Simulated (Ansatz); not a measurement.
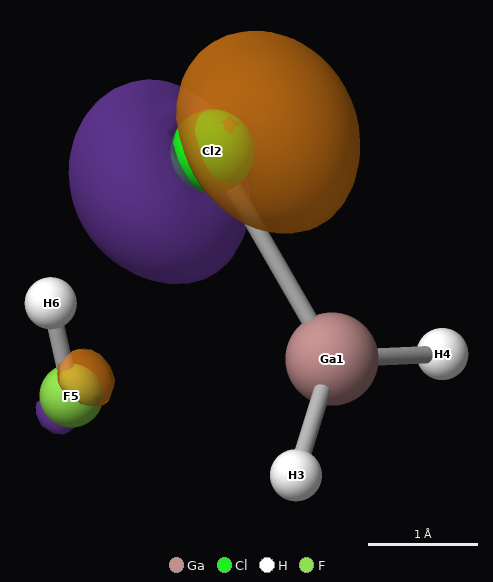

Figure. ClGaH$_{2}$···HF. The HOMO−1 at ±0.2 Å⁻³ᐟ² (orange and purple are the two phases), seen at a tilt.

All numbers below come from RKS B3LYP/def2-TZVP (Ansatz).

```yaml
atoms:
  - { symbol: Ga, position_ang: [-0.0049, 0.2629, -0.0427] }
  - { symbol: Cl, position_ang: [-0.0053, 0.4515, 2.1785] }
  - { symbol: H, position_ang: [1.4180, 0.2937, -0.6633] }
  - { symbol: H, position_ang: [-1.4293, 0.2314, -0.6599] }
  - { symbol: F, position_ang: [0.0851, -2.4768, 0.8851] }
  - { symbol: H, position_ang: [0.0824, -2.0742, 1.7220] }
```

**What is the character of this orbital?**

By Hirshfeld shares it lies mainly on Cl2 (about 90 %) and Ga1 (about 5 %); largely a lone pair of Cl2. Its energy is −9.01 eV.
